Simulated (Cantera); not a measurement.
A closed system holds: 1 mol TiCl4, a varied amount of C3H8, held at 1773.15 K and 13.3 mbar.

Equilibrium computed with Cantera from the NASA thermochemical tables; the gas is ideal and each condensed phase is pure. Candidate condensed phases: C, C6H6, C7H8, C8H18, Ti, TiC, TiCl2, TiCl3, TiCl4; 96 gas species. The tables' values for TiCl2 are old estimates; treat these amounts as uncertain. TiC: taken at fixed stoichiometry. Rates play no part.

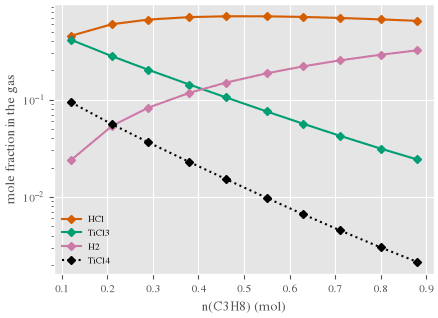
*Equilibrium gas composition (values under 1e-9 drawn at 1e-9)*

From 0.12 mol C3H8 to 0.88 mol C3H8 the condensed part is C(graphite) + TiC(s). The main Ti-bearing gas is TiCl3 throughout. The share of Ti in condensed phases is highest at 0.88 mol C3H8 (84.8 %) and lowest at 0.12 mol C3H8 (1.3 %).
